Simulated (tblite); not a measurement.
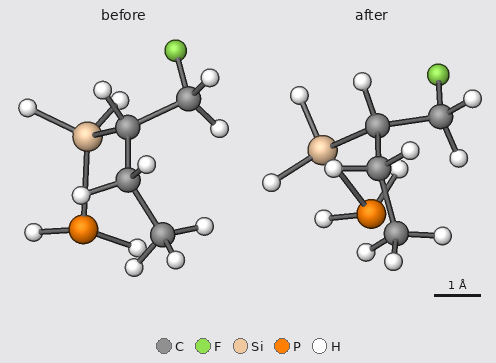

The structure of C₄H₁₂FPSi before (left) and after (right) a relaxation, at one scale.

Style: ball-and-stick. Shown from a free direction.

All numbers below come from GFN2-xTB geometry optimisation, gas phase in tblite 0.8.0. 

Question: Summarise the run.

Answer: The energy falls by 28.0 kcal/mol in 208 geometry steps. The atom that moves furthest after the best rigid fit is an H atom (1.84 Å). Largest moves by element: H 1.84 Å, P 1.06 Å, F 0.81 Å, C 0.53 Å, Si 0.44 Å. Some distances before and after: H–P 1.467 → 1.384 Å, C–Si 1.841 → 1.921 Å, P–Si 2.178 → 2.240 Å, C–C 1.476 → 1.530 Å. Bond angles that change, for instance: Si–P–H 113.7° → 95.5°, H–P–H 105.7° → 92.5°, Si–P–H 107.5° → 94.7°. Groups turn about C–Si by about 70°, C–C by about 30°. Cost: 2.9 s on 1 thread of Arm Neoverse N1, with other jobs on the host.
